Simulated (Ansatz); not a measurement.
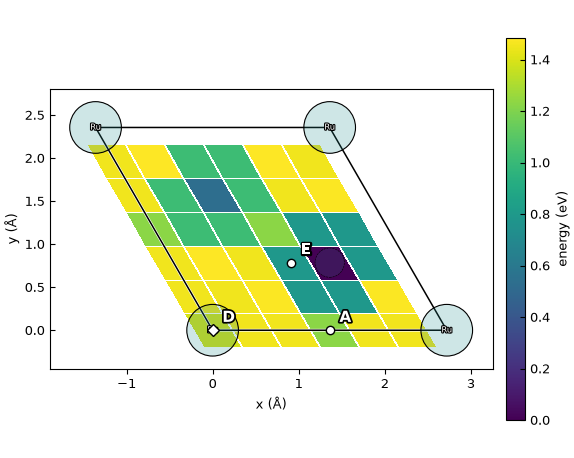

N on a Ru(001) slab cut from the P6_3/mmc phase, its upper half relaxed before the scan (5 atoms of substrate and one adsorbate in a 1 × 1 cell). N is moved over the surface cell; relaxed at each place: the height of the adsorbate's atoms; substrate rigid; the origin of the map has the adsorbate above Ru5. Places are given modulo a cell vector. The map is drawn in real space over the plane of the surface. The grid has 6 × 6 points; 10 points were computed and 26 follow by symmetry. All energies are given in eV relative to the lowest grid point. With one adsorbate in each 1 × 1 cell, its nearest image is 2.7 Å away, so neighbouring adsorbates interact. Computed with DFT PBE, scalar-relativistic, plane waves, PAW (Ansatz). Settings: cutoff 420 eV, k-mesh 12×12×1, gaussian smearing 0.1 eV, no spin polarisation.

The picture shows one coloured cell a grid point, labelled circles for the atoms of the top layer and small ones for the second layer, the outline of one cell of the plane, lettered points.

### What kind of point is each of A, D, E: minimum, saddle, maximum or slope?

A: saddle point; D: minimum; E: on a slope. (In these two coordinates alone; a stationary point may lie a little off the grid point.)

### Rank the lettered points by energy, lowest first.

E (0.79 eV), A (1.23 eV), D (1.39 eV).

PAW datasets: the set soft_1.
